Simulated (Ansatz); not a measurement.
# C₃H₂Li (SMILES [Li][c]1c[cH+]1) (charge +1): what the fields show

The calculation's input:

```
crystal:
  periodic: [false, false, false]
  atoms:
    - {symbol: C, position_ang: [-0.069708, 0.303480, 0.597697]}
    - {symbol: C, position_ang: [1.268142, 0.491292, 0.259034]}
    - {symbol: C, position_ang: [0.759379, 0.793560, 1.519828]}
    - {symbol: Li, position_ang: [2.822090, 0.394963, -1.086949]}
    - {symbol: H, position_ang: [-1.064547, -0.017692, 0.299676]}
    - {symbol: H, position_ang: [0.936921, 1.165391, 2.525756]}
basis:
  gaussian: {orbitals: def2-TZVPD}
hamiltonian: {xc: pbe0}
output: {forces: true, orbitals: {seedname: orbitals}}
total_charge: 1
```

Run with:

```sh
ansatz run input.yaml --threads 1 --pin off --max-ram 2610MiB --events-out events.jsonl --progress --plain --runs-dir runs
```

Geometry: PBE0-D3(BJ)/pcseg-1.

The calculation used isolated molecule in a Gaussian basis; Kohn-Sham density functional theory, functional PBE0 in Ansatz 0.2.0.

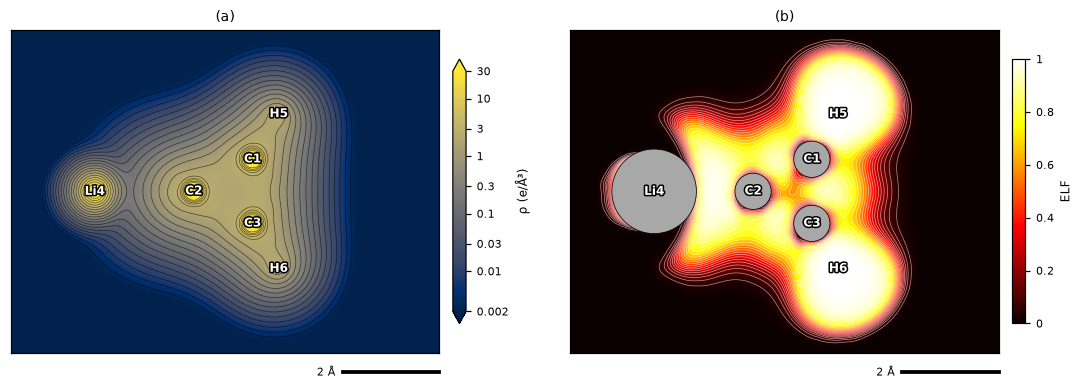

Figure 1. (a) electron density; (b) electron localisation function on the molecular plane. Grey discs cover the atomic cores in the ELF map.

Q: What does the map show?

A:
- Atoms in the plane: C, Li and H.
- C–C (1.33 Å): the density is about 2.2 e/Å³ at the midpoint; the ELF peaks at about 0.85 between the atoms: a multiple bond.
- C–Li (2.06 Å): the density is about 0.43 e/Å³ at the midpoint; the ELF peaks at about 1 in the valence shell of C, 0.8 Å from its nucleus, and is about 0.95 at the midpoint.
- C–H (1.09 Å): the density is about 2.1 e/Å³ at the midpoint; the ELF climbs to about 1 towards the hydrogen, as it does in any bond to H (a covalent bond by its length).
- C–C (1.39 Å): ρ is about 2 e/Å³ halfway; the ELF peaks at about 0.85 between the atoms: a covalent bond.

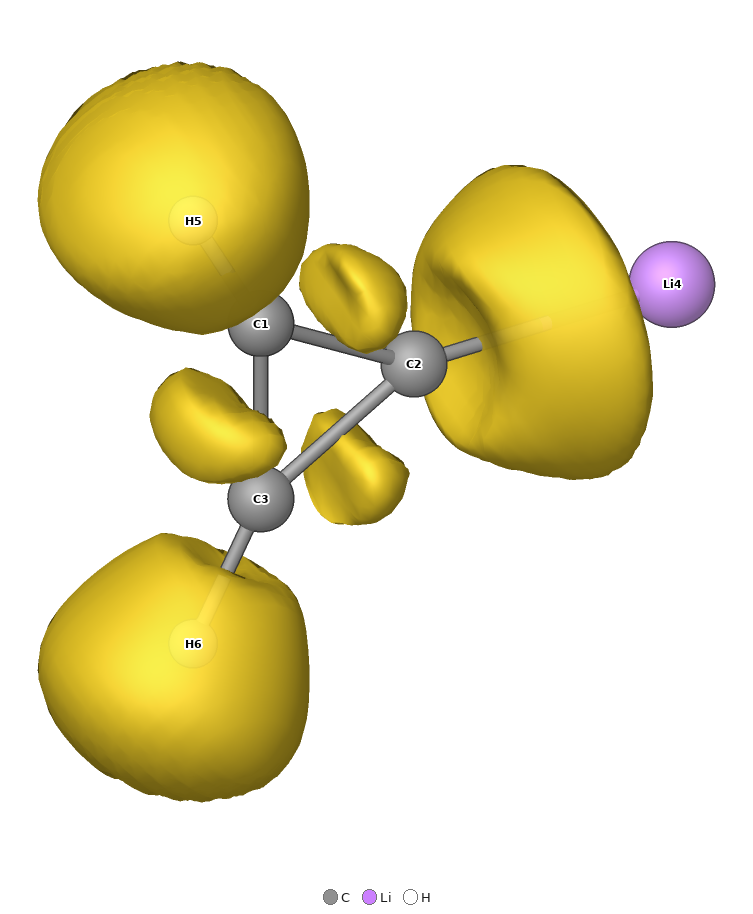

Figure 2. Isosurface of the ELF at 0.85 (yellow), seen at a tilt. Only the valence region is drawn (cores and ρ < 0.01 e/Å³ removed).

Q: Where are the electrons localised?

A: The ELF exceeds this value in three regions between bonded C–C atoms (shared pairs), two regions around hydrogen nuclei and one lobe of the valence shell of C pointing towards Li.

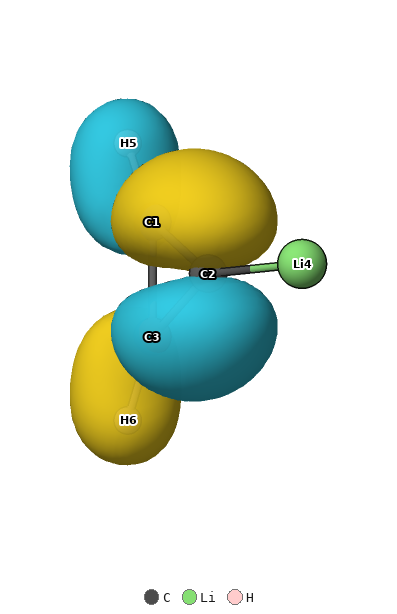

Figure 3. The HOMO−1 at ±0.15 Å⁻³ᐟ² (yellow and cyan are the two phases), seen at an oblique angle.

Q: Describe this orbital and give its energy.

A: It lies mainly on C2 (about 40 %), C1 (about 25 %), C3 (about 25 %), H5 (about 5 %) and H6 (about 5 %); it is symmetric in the molecular plane (an in-plane orbital: σ, lone-pair or in-plane π type). Its energy is −14.77 eV.

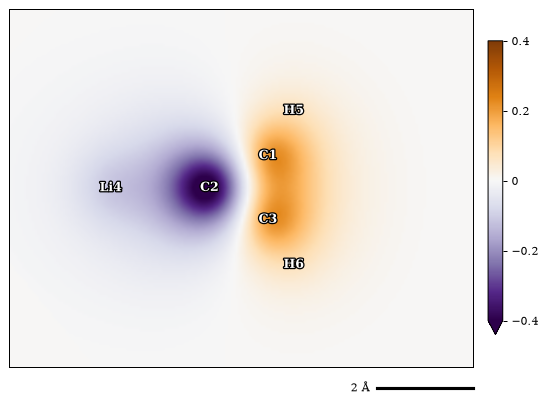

Figure 4. The LUMO on a plane 0.8 Å above the molecular plane (values in Å⁻³ᐟ²; the overall sign is arbitrary).

Q: What is the character of this orbital?

A: By Hirshfeld shares it lies mainly on C2 (about 50 %), C1 (about 15 %), C3 (about 15 %) and Li4 (about 15 %); it changes sign across the molecular plane (π type); π-bonding across C1–C3 and C2–Li4; π-antibonding (a node) across C1–C2 and C2–C3. Its energy is −5.83 eV.
